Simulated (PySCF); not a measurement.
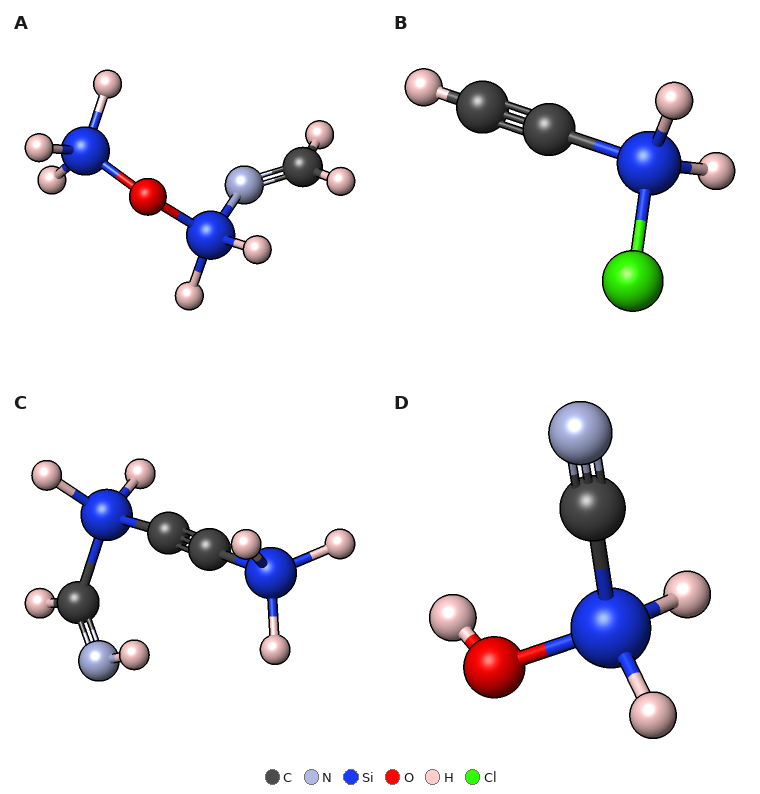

(Drawn from a calculation with PySCF.)

```xyz
7
charge 0, multiplicity 1
N     2.5213   -0.6915    0.1410
C     1.4499   -0.2614    0.0311
Si   -0.2870    0.4073   -0.1156
O    -1.3403   -0.8285   -0.4160
H    -0.3271    1.3166   -1.2820
H    -0.5483    1.1134    1.1678
H    -1.3907   -1.5536    0.2139
```

Which picture belongs to the input above?

Answer. D. The file holds CH3NOSi, `N#C[SiH2]O`.
